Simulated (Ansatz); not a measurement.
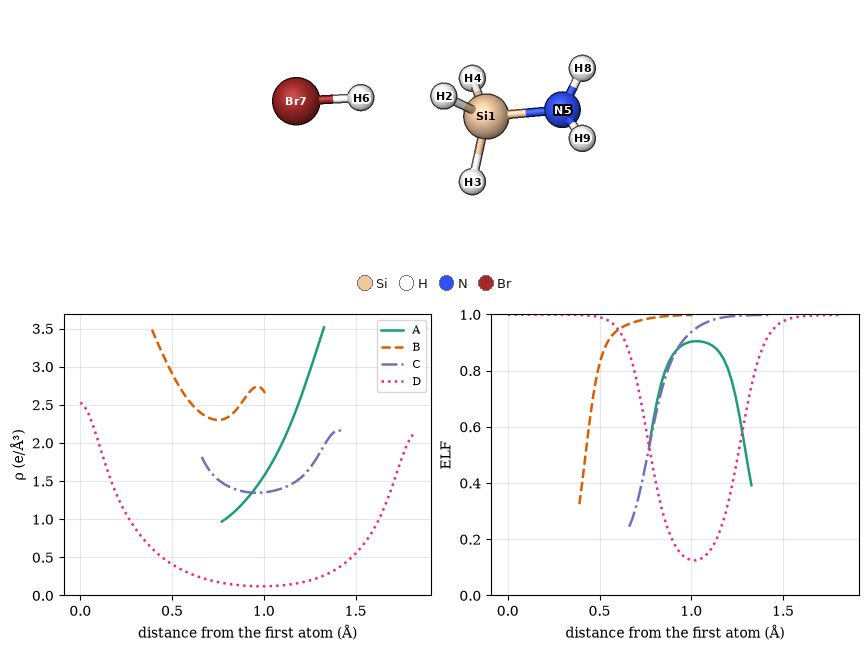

Figure 1: H5NSi···HBr. Electron density and electron localisation function along straight lines between neighbouring atoms. The curves leave out the atomic cores. The structure is drawn too.

The reactant side of a reaction path; geometry: PBE0-D4/def2-TZVP; a saddle point, not a minimum.

Theory: RKS PBE0-D4/def2-TZVPP in Ansatz 0.2.0.

```xyz
9

Si   -0.4614   -0.0081   -0.1471
H     0.9588   -0.0112    0.3478
H    -0.8202   -1.4252   -0.3991
H    -1.2831    0.5752    0.9413
N    -0.7300    0.8903   -1.5807
H     1.5573   -0.8711    1.8376
Br    1.8993   -1.5889    3.0270
H    -0.7172    1.8970   -1.5595
H    -0.4037    0.5421   -2.4674
```

Question: Which curve belongs to which contact (Br–H, H–H, N–H and Si–N)? The first atom named is at distance zero.

Answer: Curve A: Si–N (1.71 Å): ρ is about 1.1 e/Å³ halfway; the ELF peaks at about 0.90 between the atoms: a polar covalent bond. Curve B: N–H (1.01 Å): the density is about 2.9 e/Å³ at the midpoint; the ELF climbs to about 1 towards the hydrogen, as it does in any bond to H; an ordinary covalent bond to hydrogen. Curve C: Br–H (1.43 Å): ρ is about 1.6 e/Å³ halfway; the ELF climbs to about 1 towards the hydrogen. Curve D: H2···H6 (1.82 Å): the density falls to about 0.12 e/Å³ on the way; the ELF dips to about 0.10 between them.
